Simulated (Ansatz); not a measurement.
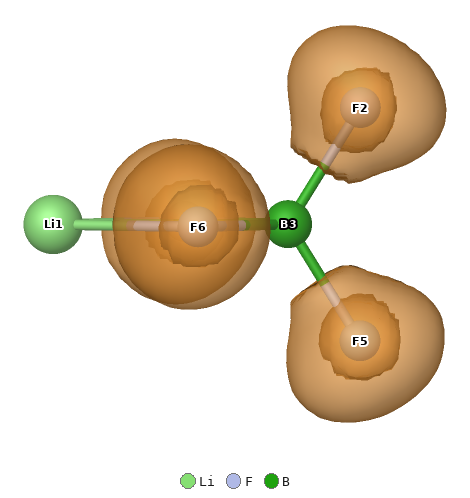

*BF4Li. Isosurface of the ELF at 0.75 (orange), seen across its widest extent. Only the valence region is drawn (cores and ρ < 0.01 e/Å³ removed).*

Geometry: PBE0-D4/def2-TZVP.

All numbers below come from RKS PBE0-D4/def2-TZVPPD (Ansatz 0.2.0).

Input file:

```
crystal:
  periodic: [false, false, false]
  atoms:
    - {symbol: Li, position_ang: [0.016717, 0.113618, -1.845237]}
    - {symbol: F, position_ang: [1.012157, 0.443875, 1.216931]}
    - {symbol: B, position_ang: [-0.004240, -0.028681, 0.465632]}
    - {symbol: F, position_ang: [0.512674, -0.970256, -0.541478]}
    - {symbol: F, position_ang: [-1.035308, -0.589432, 1.131608]}
    - {symbol: F, position_ang: [-0.502000, 1.030876, -0.427456]}
basis:
  gaussian: {orbitals: "def2-TZVPPD.json"}
hamiltonian: {xc: pbe0, dispersion: d4}
output: {orbitals: {seedname: orbitals}}
```

Run with:

```sh
ansatz run in.yaml --threads 4 --pin off --events-out ev --progress --plain --max-ram 9574MiB
```

Question: Describe the localisation domains.

Answer: At this value the surface marks out four regions on F in which the atom's valence shell and bonds are merged. Along the contacts the grid gives the following. B–F (1.35 Å): the ELF peaks at about 0.85 between the atoms: a polar covalent bond. Li–F (1.77 Å): the ELF peaks at about 0.85 in the valence shell of F, 0.6 Å from its nucleus, and falls to about 0.10 next to Li; a largely ionic contact.
